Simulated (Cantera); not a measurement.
Charge: 1 mol Si, 0.18 mol CO₂, 1.1 mol H₂, at 10.0 mbar.

Method: chemical equilibrium by Gibbs-energy minimisation in Cantera with the NASA 1993 tables (ideal gas, pure condensed phases). Candidate condensed phases: C, C₆H₆, C₇H₈, C₈H₁₈, H₂O, Si, SiC, SiO₂; 123 gas species. Mutual solubility and eutectic melting of coexisting phases are not modelled. The tables hold silica as quartz up to 1696 K and as liquid above; real silica turns to tridymite and cristobalite and melts near 1996 K. Gases not in the tables: Si₂H₆ and higher silanes. Kinetics and transport are ignored.

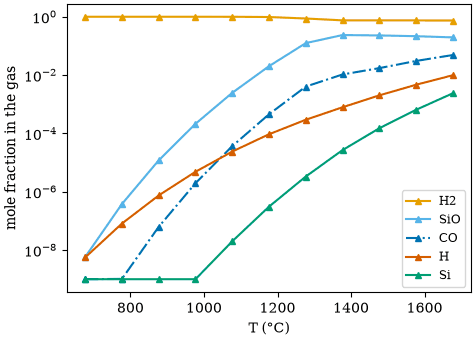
Figure. Equilibrium gas composition (values under 1e-9 drawn at 1e-9)

From 677 °C to 1277 °C the condensed part is Si(s) + SiC(s) + SiO₂(β-quartz). At 1377 °C the condensed part is Si(s) + SiC(s). From 1477 °C to 1677 °C the condensed part is Si(l) + SiC(s).
